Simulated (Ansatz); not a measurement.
# Strontium, bcc under PBEsol: from relaxation to bulk modulus, part 2 of 2

The plan for strontium in the bcc structure: relax it, solve it on a dense k-mesh, then scale the cell to 7 volumes from 88 to 112 % of the relaxed one and try a fit of the equation of state. Spin polarisation is left out. The k-meshes are 9×9×9 for the relaxation; 16×16×16 for the dense run; 11×11×11 for the volumes.

Ansatz 0.2.0; DFT, PBEsol, plane waves (420 eV) with PAW, scalar-relativistic. The steps go on from the part before.

## (5) Equation of state: 92 %

This is Sr in the bcc structure; at room conditions it is fcc.

input.yaml

```yaml
crystal:
  lattice:
    - [-2.2769966183, 2.2769966183, 2.2769966183]
    - [2.2769966183, -2.2769966183, 2.2769966183]
    - [2.2769966183, 2.2769966183, -2.2769966183]
  atoms:
    - { symbol: Sr, position: [0.0, 0.0, 0.0] }
hamiltonian:
  xc: pbesol
  pseudopotentials:
    kind: paw
    azcp:
      Sr: "pseudopotentials/Sr.paw.azcp"
basis:
  ecutwfc: 420
  fft_grid_basis: typed
kpoints:
  mp_grid: { grid: [11, 11, 11], shift: [0, 0, 0] }
magnetization:
  spin_polarized: false
scf:
  occupations: { method: fermi_dirac, width: 0.1 }
  lower_state_search: "off"
output:
  stress: true
  write_density: true
  write_potential: true
  elf: true
  volumetric_format: npy
```

Started as:

```
$ ansatz run input.yaml --threads 2 --pin off --max-ram 5120MiB --backend cpu --events-out ev --progress --plain --runs-dir out
```

The program printed, cut to the lines that bear on the results:

```text
Warning: <dir> the record states the generating functional pbe (its physics header spells it `PBE`), which answers neither for hamiltonian.xc's functional nor for the pbesol family's — results may be inconsistent (PPs are generated against a specific XC)
Warning: RAYON_NUM_THREADS=2 ignored (pool sized by the plan → 2); use --threads N
[...]
Pseudopotentials: kind: paw
Pseudopotential: Sr, paw, valence charge 10, recommended cutoff 420 eV (normal), <dir>
Functional definition: PBEsol
[...]
Crystal: 1 atoms, lattice volume = 47.222 Å³
Basis set: ecut = 420 eV, 935 PW (Γ)
Bands: 9, of which v1, the nominal top of the filled ones, is band 5 counted from 1 (4 counted from 0)
Symmetry: 48 space group operations
Space group: Im-3m (ITA 229), of the structure as read, at distance tolerance 3.6e-5 Å
k-points: 56 of 1331
[...]
SCF iter   1: F=—  HF=-3492.214888 eV  |F-HF|=—  |Δ(HF+E_count)|=         —  Δρ=1.50e-3  dr2=7.17e-4  ethr=1.77e-3  ⟨swp⟩=6.4  Hψ=4394  notcnv=0
[...]
SCF iter   6: F=-3492.215305 eV  HF=-3492.215305 eV  |F-HF|=4.52e-10  |Δ(HF+E_count)|=   7.31e-9  Δρ=1.70e-6  dr2=8.26e-10  ethr=4.54e-10  ⟨swp⟩=7.9  Hψ=3866  notcnv=0
[...]
SCF converged after 6 iterations
Free energy (F): -3492.215305 eV
[...]
E sigma→0 (E₀):  -3492.196906 eV
Entropy (-TS):   -0.036798 eV (-36.798 meV/atom)
Fermi energy:    6.051707 eV
[...]
--- Stress (GPa, compression-positive) ---
        1.164096       0.000000      -0.000000
       -0.000000       1.164096      -0.000000
       -0.000000      -0.000000       1.164096
  P = ⅓ Tr σ = 1.1641 GPa (11.641 kbar)
--- Band table (eV; the first three rows and the last of 56) ---
  k-point 0: bands = ["-30.1250", "-11.9838", "-11.9838", "-11.9838", "2.2221", "8.6446", "8.6446", "8.6446", "10.1812"]
[...]
```

Run time: 1.2 s. Hardware: 2 threads of Arm Neoverse V1, shared host; peak memory 0.28 GiB.

Axes a, b and c in the maps are those of this run's conventional cell (a, b, c = 4.554, 4.554, 4.554 Å).

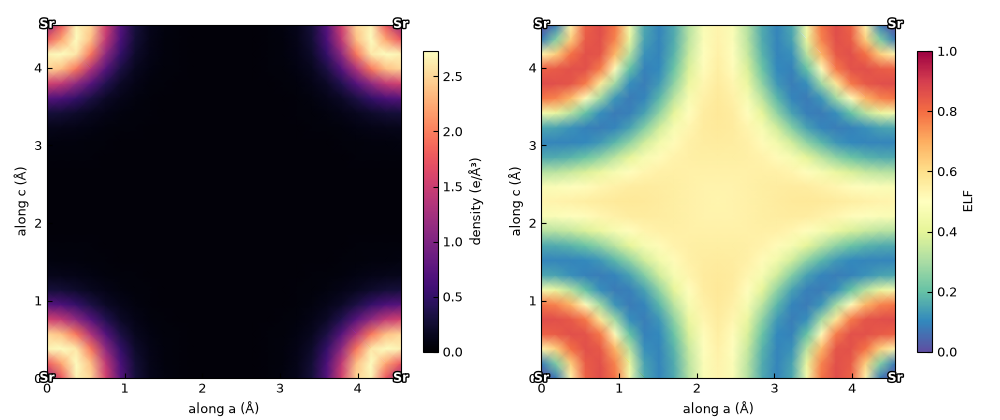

Density (left) and ELF (right) in a lattice plane of the grid's cell (edges 4.55 and 4.55 Å, at 0.000 of the third edge), which holds Sr. Only atoms in the plane are labelled. Both are smooth fields of the valence electrons: close to the nuclei they are not physical.

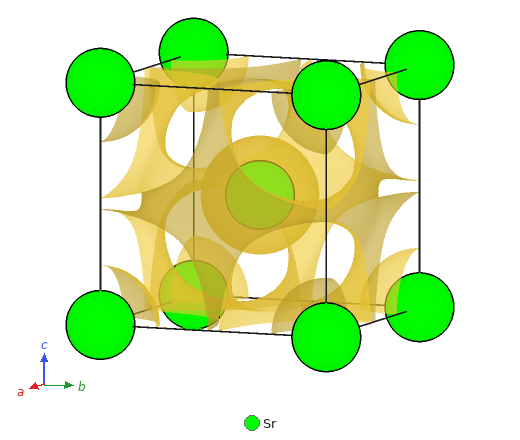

Surface of ELF = 0.51, drawn in one cell.

Outside the cores ELF peaks at 0.57 between the atoms, 2.5 Å from Sr.

## (6) Equation of state: 96 %

Changes to input.yaml since step 5:

```diff
@@ -2,5 +2,5 @@
   lattice:
-    - [-2.2769966183, 2.2769966183, 2.2769966183]
-    - [2.2769966183, -2.2769966183, 2.2769966183]
-    - [2.2769966183, 2.2769966183, -2.2769966183]
+    - [-2.3095295368, 2.3095295368, 2.3095295368]
+    - [2.3095295368, -2.3095295368, 2.3095295368]
+    - [2.3095295368, 2.3095295368, -2.3095295368]
   atoms:
@@ -25,5 +25 @@
   stress: true
-  write_density: true
-  write_potential: true
-  elf: true
-  volumetric_format: npy
```

Started as:

```
$ ansatz run input.yaml --threads 2 --pin off --max-ram 5120MiB --backend cpu --events-out ev --progress --plain --runs-dir out
```

The program printed, cut to the lines that bear on the results:

```text
Warning: <dir> the record states the generating functional pbe (its physics header spells it `PBE`), which answers neither for hamiltonian.xc's functional nor for the pbesol family's — results may be inconsistent (PPs are generated against a specific XC)
Warning: RAYON_NUM_THREADS=2 ignored (pool sized by the plan → 2); use --threads N
[...]
Pseudopotentials: kind: paw
Pseudopotential: Sr, paw, valence charge 10, recommended cutoff 420 eV (normal), <dir>
Functional definition: PBEsol
[...]
Crystal: 1 atoms, lattice volume = 49.275 Å³
Basis set: ecut = 420 eV, 959 PW (Γ)
Bands: 9, of which v1, the nominal top of the filled ones, is band 5 counted from 1 (4 counted from 0)
Symmetry: 48 space group operations
Space group: Im-3m (ITA 229), of the structure as read, at distance tolerance 3.7e-5 Å
k-points: 56 of 1331
[...]
SCF iter   1: F=—  HF=-3492.225590 eV  |F-HF|=—  |Δ(HF+E_count)|=         —  Δρ=1.49e-3  dr2=7.48e-4  ethr=1.77e-3  ⟨swp⟩=6.4  Hψ=4365  notcnv=0
[...]
SCF iter   6: F=-3492.226073 eV  HF=-3492.226073 eV  |F-HF|=3.92e-10  |Δ(HF+E_count)|=   1.23e-8  Δρ=1.30e-6  dr2=6.18e-10  ethr=4.54e-10  ⟨swp⟩=3.0  Hψ=2000  notcnv=0
[...]
SCF converged after 6 iterations
Free energy (F): -3492.226073 eV
[...]
E sigma→0 (E₀):  -3492.206685 eV
Entropy (-TS):   -0.038775 eV (-38.775 meV/atom)
Fermi energy:    5.734973 eV
[...]
--- Stress (GPa, compression-positive) ---
        0.535059      -0.000000       0.000000
       -0.000000       0.535059       0.000000
        0.000000       0.000000       0.535059
  P = ⅓ Tr σ = 0.5351 GPa (5.351 kbar)
```

Run time: 0.89 s. Hardware: 2 threads of Arm Neoverse V1, shared host; peak memory 0.27 GiB.

## (7) Equation of state: 100 %

Changes to input.yaml since step 6:

```diff
@@ -2,5 +2,5 @@
   lattice:
-    - [-2.3095295368, 2.3095295368, 2.3095295368]
-    - [2.3095295368, -2.3095295368, 2.3095295368]
-    - [2.3095295368, 2.3095295368, -2.3095295368]
+    - [-2.3411708596, 2.3411708596, 2.3411708596]
+    - [2.3411708596, -2.3411708596, 2.3411708596]
+    - [2.3411708596, 2.3411708596, -2.3411708596]
   atoms:
```

Started as:

```
$ ansatz run input.yaml --threads 2 --pin off --max-ram 5120MiB --backend cpu --events-out ev --progress --plain --runs-dir out
```

The program printed, cut to the lines that bear on the results:

```text
Warning: <dir> the record states the generating functional pbe (its physics header spells it `PBE`), which answers neither for hamiltonian.xc's functional nor for the pbesol family's — results may be inconsistent (PPs are generated against a specific XC)
Warning: RAYON_NUM_THREADS=2 ignored (pool sized by the plan → 2); use --threads N
[...]
Pseudopotentials: kind: paw
Pseudopotential: Sr, paw, valence charge 10, recommended cutoff 420 eV (normal), <dir>
Functional definition: PBEsol
[...]
Crystal: 1 atoms, lattice volume = 51.329 Å³
Basis set: ecut = 420 eV, 959 PW (Γ)
Bands: 9, of which v1, the nominal top of the filled ones, is band 5 counted from 1 (4 counted from 0)
Symmetry: 48 space group operations
Space group: Im-3m (ITA 229), of the structure as read, at distance tolerance 3.7e-5 Å
k-points: 56 of 1331
[...]
SCF iter   1: F=—  HF=-3492.228932 eV  |F-HF|=—  |Δ(HF+E_count)|=         —  Δρ=1.40e-3  dr2=6.51e-4  ethr=1.77e-3  ⟨swp⟩=6.6  Hψ=4375  notcnv=0
[...]
SCF iter   6: F=-3492.229455 eV  HF=-3492.229455 eV  |F-HF|=3.16e-10  |Δ(HF+E_count)|=   1.56e-8  Δρ=2.08e-6  dr2=1.14e-9  ethr=4.60e-10  ⟨swp⟩=3.0  Hψ=2030  notcnv=0
[...]
SCF converged after 6 iterations
Free energy (F): -3492.229455 eV
[...]
E sigma→0 (E₀):  -3492.209023 eV
Entropy (-TS):   -0.040864 eV (-40.864 meV/atom)
Fermi energy:    5.441239 eV
[...]
--- Stress (GPa, compression-positive) ---
        0.007883      -0.000000      -0.000000
       -0.000000       0.007883      -0.000000
        0.000000       0.000000       0.007883
  P = ⅓ Tr σ = 0.0079 GPa (0.079 kbar)
```

Run time: 0.91 s. Hardware: 2 threads of Arm Neoverse V1, shared host; peak memory 0.28 GiB.

## (8) Equation of state: 104 %

Changes to input.yaml since step 7:

```diff
@@ -2,5 +2,5 @@
   lattice:
-    - [-2.3411708596, 2.3411708596, 2.3411708596]
-    - [2.3411708596, -2.3411708596, 2.3411708596]
-    - [2.3411708596, 2.3411708596, -2.3411708596]
+    - [-2.3719792723, 2.3719792723, 2.3719792723]
+    - [2.3719792723, -2.3719792723, 2.3719792723]
+    - [2.3719792723, 2.3719792723, -2.3719792723]
   atoms:
```

Started as:

```
$ ansatz run input.yaml --threads 2 --pin off --max-ram 5120MiB --backend cpu --events-out ev --progress --plain --runs-dir out
```

The program printed, cut to the lines that bear on the results:

```text
Warning: <dir> the record states the generating functional pbe (its physics header spells it `PBE`), which answers neither for hamiltonian.xc's functional nor for the pbesol family's — results may be inconsistent (PPs are generated against a specific XC)
Warning: RAYON_NUM_THREADS=2 ignored (pool sized by the plan → 2); use --threads N
[...]
Pseudopotentials: kind: paw
Pseudopotential: Sr, paw, valence charge 10, recommended cutoff 420 eV (normal), <dir>
Functional definition: PBEsol
[...]
Crystal: 1 atoms, lattice volume = 53.382 Å³
Basis set: ecut = 420 eV, 1055 PW (Γ)
Bands: 9, of which v1, the nominal top of the filled ones, is band 5 counted from 1 (4 counted from 0)
Symmetry: 48 space group operations
Space group: Im-3m (ITA 229), of the structure as read, at distance tolerance 3.8e-5 Å
k-points: 56 of 1331
[...]
SCF iter   1: F=—  HF=-3492.226078 eV  |F-HF|=—  |Δ(HF+E_count)|=         —  Δρ=1.34e-3  dr2=5.75e-4  ethr=1.77e-3  ⟨swp⟩=6.6  Hψ=4367  notcnv=0
[...]
SCF iter   6: F=-3492.226638 eV  HF=-3492.226638 eV  |F-HF|=2.66e-10  |Δ(HF+E_count)|=   9.99e-9  Δρ=9.43e-7  dr2=4.08e-10  ethr=2.92e-10  ⟨swp⟩=3.0  Hψ=1922  notcnv=0
[...]
SCF converged after 6 iterations
Free energy (F): -3492.226638 eV
[...]
E sigma→0 (E₀):  -3492.205163 eV
Entropy (-TS):   -0.042950 eV (-42.950 meV/atom)
Fermi energy:    5.167548 eV
[...]
--- Stress (GPa, compression-positive) ---
       -0.434694      -0.000000      -0.000000
       -0.000000      -0.434694      -0.000000
       -0.000000       0.000000      -0.434694
  P = ⅓ Tr σ = -0.4347 GPa (-4.347 kbar)
```

It took 0.93 s on 2 threads of Arm Neoverse V1, shared host; peak memory 0.28 GiB.

## (9) Equation of state: 108 %

Changes to input.yaml since step 8:

```diff
@@ -2,5 +2,5 @@
   lattice:
-    - [-2.3719792723, 2.3719792723, 2.3719792723]
-    - [2.3719792723, -2.3719792723, 2.3719792723]
-    - [2.3719792723, 2.3719792723, -2.3719792723]
+    - [-2.4020075142, 2.4020075142, 2.4020075142]
+    - [2.4020075142, -2.4020075142, 2.4020075142]
+    - [2.4020075142, 2.4020075142, -2.4020075142]
   atoms:
```

Started as:

```
$ ansatz run input.yaml --threads 2 --pin off --max-ram 5120MiB --backend cpu --events-out ev --progress --plain --runs-dir out
```

The program printed, cut to the lines that bear on the results:

```text
Warning: <dir> the record states the generating functional pbe (its physics header spells it `PBE`), which answers neither for hamiltonian.xc's functional nor for the pbesol family's — results may be inconsistent (PPs are generated against a specific XC)
Warning: RAYON_NUM_THREADS=2 ignored (pool sized by the plan → 2); use --threads N
[...]
Pseudopotentials: kind: paw
Pseudopotential: Sr, paw, valence charge 10, recommended cutoff 420 eV (normal), <dir>
Functional definition: PBEsol
[...]
Crystal: 1 atoms, lattice volume = 55.435 Å³
Basis set: ecut = 420 eV, 1061 PW (Γ)
Bands: 9, of which v1, the nominal top of the filled ones, is band 5 counted from 1 (4 counted from 0)
Symmetry: 48 space group operations
Space group: Im-3m (ITA 229), of the structure as read, at distance tolerance 3.8e-5 Å
k-points: 56 of 1331
[...]
SCF iter   1: F=—  HF=-3492.218088 eV  |F-HF|=—  |Δ(HF+E_count)|=         —  Δρ=1.26e-3  dr2=4.48e-4  ethr=1.77e-3  ⟨swp⟩=6.7  Hψ=4377  notcnv=0
[...]
SCF iter   6: F=-3492.218612 eV  HF=-3492.218612 eV  |F-HF|=8.50e-11  |Δ(HF+E_count)|=   3.34e-9  Δρ=1.42e-6  dr2=6.47e-10  ethr=2.39e-10  ⟨swp⟩=2.8  Hψ=1845  notcnv=0
[...]
SCF converged after 6 iterations
Free energy (F): -3492.218612 eV
[...]
E sigma→0 (E₀):  -3492.196174 eV
Entropy (-TS):   -0.044876 eV (-44.876 meV/atom)
Fermi energy:    4.911559 eV
[...]
--- Stress (GPa, compression-positive) ---
       -0.807478       0.000000       0.000000
        0.000000      -0.807478      -0.000000
        0.000000       0.000000      -0.807478
  P = ⅓ Tr σ = -0.8075 GPa (-8.075 kbar)
```

Run time: 0.95 s. Hardware: 2 threads of Arm Neoverse V1, shared host; peak memory 0.28 GiB.

## (10) Equation of state: 112 %

Changes to input.yaml since step 9:

```diff
@@ -2,5 +2,5 @@
   lattice:
-    - [-2.4020075142, 2.4020075142, 2.4020075142]
-    - [2.4020075142, -2.4020075142, 2.4020075142]
-    - [2.4020075142, 2.4020075142, -2.4020075142]
+    - [-2.431303176, 2.431303176, 2.431303176]
+    - [2.431303176, -2.431303176, 2.431303176]
+    - [2.431303176, 2.431303176, -2.431303176]
   atoms:
@@ -25 +25,5 @@
   stress: true
+  write_density: true
+  write_potential: true
+  elf: true
+  volumetric_format: npy
```

Started as:

```
$ ansatz run input.yaml --threads 2 --pin off --max-ram 5120MiB --backend cpu --events-out ev --progress --plain --runs-dir out
```

The program printed, cut to the lines that bear on the results:

```text
Warning: <dir> the record states the generating functional pbe (its physics header spells it `PBE`), which answers neither for hamiltonian.xc's functional nor for the pbesol family's — results may be inconsistent (PPs are generated against a specific XC)
Warning: RAYON_NUM_THREADS=2 ignored (pool sized by the plan → 2); use --threads N
[...]
Pseudopotentials: kind: paw
Pseudopotential: Sr, paw, valence charge 10, recommended cutoff 420 eV (normal), <dir>
Functional definition: PBEsol
[...]
Crystal: 1 atoms, lattice volume = 57.488 Å³
Basis set: ecut = 420 eV, 1157 PW (Γ)
Bands: 9, of which v1, the nominal top of the filled ones, is band 5 counted from 1 (4 counted from 0)
Symmetry: 48 space group operations
Space group: Im-3m (ITA 229), of the structure as read, at distance tolerance 3.9e-5 Å
k-points: 56 of 1331
[...]
SCF iter   1: F=—  HF=-3492.205650 eV  |F-HF|=—  |Δ(HF+E_count)|=         —  Δρ=1.18e-3  dr2=3.34e-4  ethr=1.77e-3  ⟨swp⟩=6.8  Hψ=4382  notcnv=0
[...]
SCF iter   6: F=-3492.206188 eV  HF=-3492.206188 eV  |F-HF|=2.75e-10  |Δ(HF+E_count)|=  7.21e-10  Δρ=1.51e-6  dr2=8.70e-10  ethr=1.02e-10  ⟨swp⟩=7.7  Hψ=3541  notcnv=0
[...]
SCF converged after 6 iterations
Free energy (F): -3492.206188 eV
[...]
E sigma→0 (E₀):  -3492.182938 eV
Entropy (-TS):   -0.046500 eV (-46.500 meV/atom)
Fermi energy:    4.671483 eV
[...]
--- Stress (GPa, compression-positive) ---
       -1.122874       0.000000      -0.000000
       -0.000000      -1.122874       0.000000
        0.000000       0.000000      -1.122874
  P = ⅓ Tr σ = -1.1229 GPa (-11.229 kbar)
--- Band table (eV; the first three rows and the last of 56) ---
  k-point 0: bands = ["-31.9240", "-13.8293", "-13.8293", "-13.8293", "1.1023", "6.9978", "6.9978", "6.9978", "8.2871"]
[...]
```

It took 1.3 s on 2 threads of Arm Neoverse V1, shared host; peak memory 0.29 GiB.

## (11) Fitting the volumes

The cell was scaled evenly, with its shape and the fractional positions fixed.

```tsv
V (Å³/atom)	E − E₀ (meV/atom)	P from the stress (GPa)	P from the fit (GPa)
45.169	30.8	1.92	1.85
47.222	12.2	1.16	1.09
49.275	2.4	0.54	0.45
51.329	0.1	0.01	-0.07
53.382	3.9	-0.43	-0.51
55.435	12.9	-0.81	-0.88
57.488	26.1	-1.12	-1.18
```

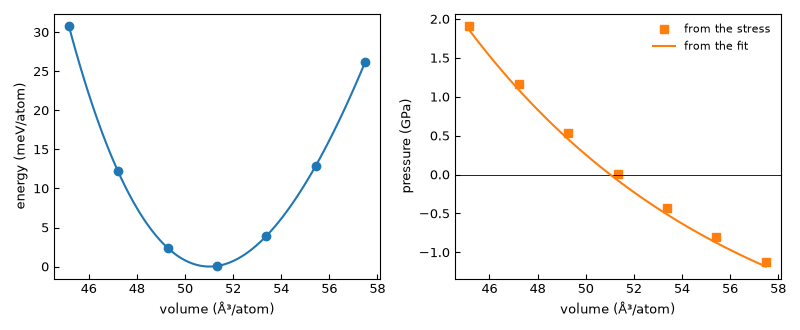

Energy and pressure against volume; the lines are the Birch-Murnaghan fit.

A third-order Birch-Murnaghan fit gives V₀ = 51.018 Å³/atom, B₀ = 12.3 GPa and B₀′ = 3.6; it misses no point by more than 0.02 meV/atom.

Fit and stress differ a little: one follows E(σ → 0), the other the smeared free energy.

## (12) Summary of results

The summary covers parts 1 to 2.

| quantity | value |
| --- | --- |
| space group (spins left aside) | Im-3m (No. 229) |
| conventional cell | a = 4.682 Å |
| volume | 51.329 Å³/atom |
| shortest distance | 4.055 Å |
| gap on the mesh | none (levels filled in part) |
| relative to fcc | +4 meV/atom |
| V₀, B₀, B₀′ | 51.018 Å³/atom, 12.3 GPa, 3.6 |

The relaxation shrank the cell by 8.9 % in volume. Against the reference form of strontium (fcc, computed apart with the same settings) it stands 4 meV/atom higher. No gap shows: it is a metal or semimetal at this level. B₀ comes out at 12.3 GPa, a soft solid. Relaxation kept the symmetry; phonons were not checked.
